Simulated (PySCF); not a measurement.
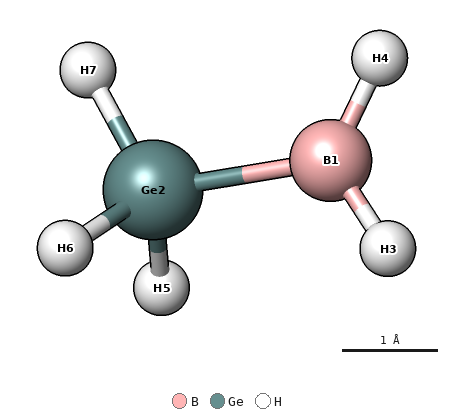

Fig. 1: The structure as given in the input (ball-and-stick view, seen at a tilt; atoms are numbered from 1 in the order of the input). Sticks mark near contacts. Bond lengths as drawn: B–Ge 2.06 Å, B–H 1.19 Å and Ge–H 1.54 Å.

**GeBH5: single-point calculation**

System: GeBH5, SMILES [BH2][GeH3].
Method: HF/aug-cc-pVDZ, RHF (PySCF 2.14.0).

The geometry comes from this level: PBE0-D4/def2-TZVP.

Output
```
converged SCF energy = -2102.88481509113
total energy: -2102.88481509 hartree
```

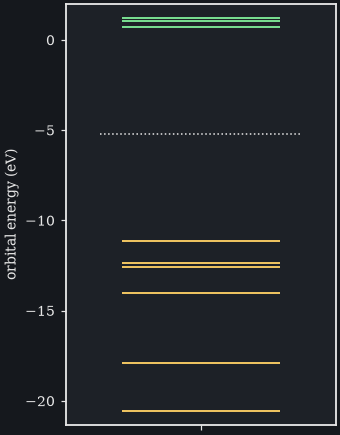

Fig. 2: Orbital energies near the frontier; the dotted line parts filled from empty levels, and levels within 0.02 eV of each other stand side by side. Highest filled −11.16 eV, lowest empty 0.74 eV, 11.90 eV apart.

The run was set up as follows.

Input file (run.py)
```python
from pyscf import gto

system = gto.M(
    atom='''
B      0.014173    -2.305088     0.506636
Ge     0.092408     1.485514    -0.346576
H     -1.973630    -3.372405     0.591106
H      1.885380    -3.494671     0.923320
H     -1.135914     1.926954    -2.952130
H     -1.511403     2.959689     1.588693
H      2.744827     2.671506    -0.397409
''',
    verbose=3,
    basis='aug-cc-pvdz',
    unit='bohr',
    max_memory=1860,
)

mf = system.RHF()
mf.conv_tol = 1e-06
mf.kernel()

etot = mf.e_tot
print(f'total energy: {etot:.8f} hartree')
```

Run as:
```bash
OMP_NUM_THREADS=1 python run.py
```

Summary

| quantity | value |
| --- | --- |
| outcome | converged |
| total energy | −2102.884815 hartree |
| basis functions | 104 |
| HOMO | −11.16 eV |
| LUMO | 0.74 eV |
| dipole moment | 0.65 D |
| hardware | 1 thread of Arm Neoverse V2, 24 GiB of memory available, shared host |
| wall time | 2 s |
| peak memory | 0.23 GiB |
